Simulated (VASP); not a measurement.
Band structure of ZrAl₃ (space group I4/mmm). These are LDA (Ceperley-Alder, Perdew-Zunger), VASP's LDA PAW potentials (set 64) (plane waves; VASP) values and carry that method's errors.

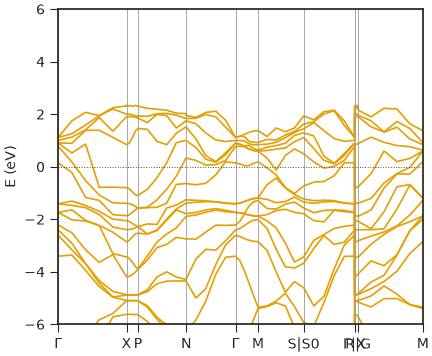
Bands along high-symmetry lines, zero at the valence-band maximum or, without a gap, the Fermi level

Question: Read the plot: is there a gap, and where are the band edges?

Answer: It has no gap at this level: it comes out as a metal or semimetal.

The structure comes from a computed database's ZrAl3 entry; how it stands against other phases isn't given here. The cell was not relaxed at this level. The k-mesh is coarse (spacing up to 0.31 per Å, 2π included), so the numbers may not be converged in it.
